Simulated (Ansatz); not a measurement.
# AlFH3N: what the fields show

```json
{"atom": "Al", "x (Å)": "0.3559", "y (Å)": "-0.1050", "z (Å)": "0.4269"}
{"atom": "H", "x (Å)": "-0.1092", "y (Å)": "-0.7261", "z (Å)": "1.7920"}
{"atom": "N", "x (Å)": "2.0580", "y (Å)": "0.1000", "z (Å)": "-0.0116"}
{"atom": "H", "x (Å)": "2.8395", "y (Å)": "-0.1637", "z (Å)": "0.5768"}
{"atom": "H", "x (Å)": "2.3959", "y (Å)": "0.4956", "z (Å)": "-0.8813"}
{"atom": "F", "x (Å)": "-0.7895", "y (Å)": "0.3991", "z (Å)": "-0.6936"}
```

All numbers below come from Ansatz 0.2.0, RKS r2SCAN-D4/def2-SVPD.

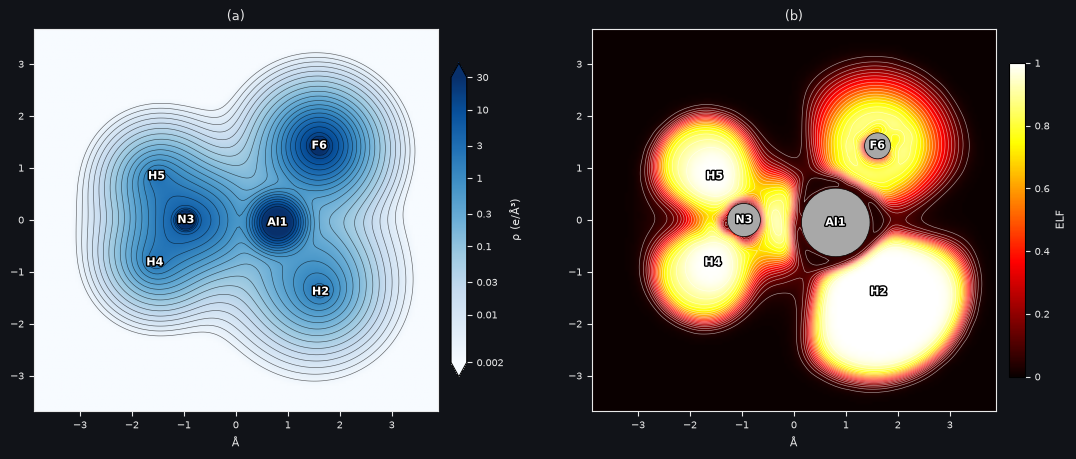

Figure 1. (a) total electron density; (b) ELF on the molecular plane. Grey discs cover the atomic cores in the ELF map.

What does the map show?

- Atoms in the plane: Al, H, N and F.
- Al–F (1.68 Å): the density is about 0.76 e/Å³ at the midpoint; the ELF peaks at about 0.85 in the valence shell of F, 0.5 Å from its nucleus, and is about 0.25 at the midpoint.
- Al–N (1.77 Å): ρ is about 0.83 e/Å³ halfway; the ELF peaks at about 0.90 in the valence shell of N, 0.7 Å from its nucleus, and is about 0.50 at the midpoint.
- N–H (1.01 Å): the density is about 2.8 e/Å³ at the midpoint; the ELF climbs to about 1 towards the hydrogen, as it does in any bond to H: a covalent bond by its length.
- Al–H (1.57 Å): ρ at the midpoint is about 0.55 e/Å³; the ELF climbs to about 1 towards the hydrogen.
- The ELF also peaks beside F6, away from the bonds: lone-pair regions.

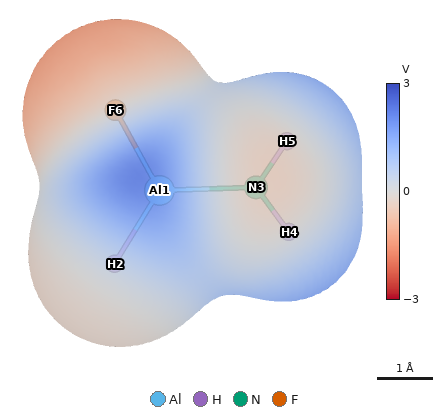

Figure 2. The electrostatic potential painted on the density surface at 0.001 e/bohr³, seen across its widest extent; the colour scale runs from red (negative) to blue (positive).

Where is the surface potential most negative and most positive?

The most negative region (about −1.3 V) lies over F6, the most positive (about +2.2 V) over Al1.

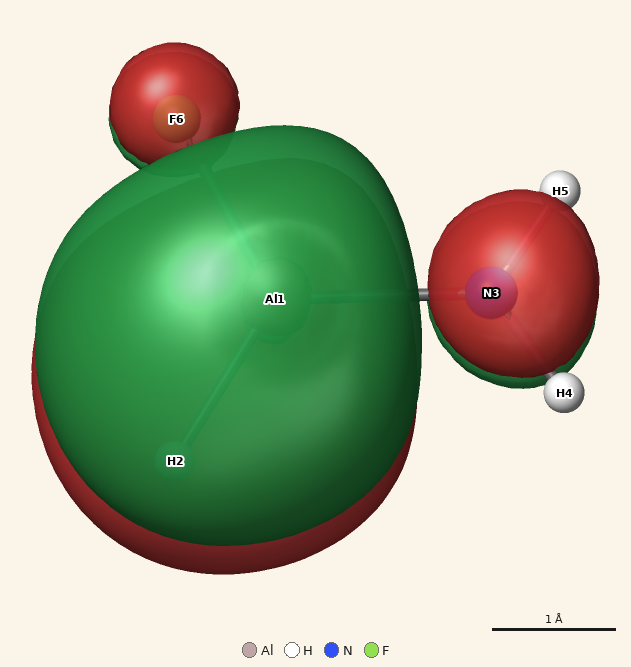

Figure 3. One frontier orbital at ±0.08 Å⁻³ᐟ² (green and red are the two phases), seen across its widest extent.

Which orbital is it: HOMO or LUMO?

The LUMO, at −0.66 eV. It lies mainly on Al1 (about 75 %), H2 (about 10 %) and N3 (about 10 %); it changes sign across the molecular plane (π type).
